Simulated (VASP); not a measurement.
Band structure of TiO (relaxed from the CsCl type structure, space group Pm-3m). All values below come from r2SCAN meta-GGA, VASP's PBE PAW potentials (set 64) (plane waves; VASP 6.6.1).

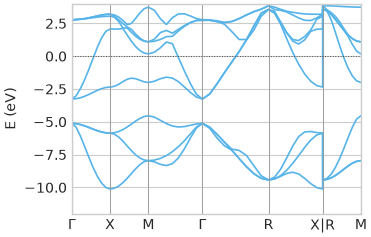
Figure. Bands along high-symmetry lines, zero at the valence-band maximum or, without a gap, the Fermi level

Task: Read the plot: is there a gap, and where are the band edges?

Result: It has no gap at this level: it comes out as a metal or semimetal.

The structure was generated: TiO was put into the CsCl type type (Pm-3m), which need not be its known phase. It was relaxed first, which changed the volume by -28 %.
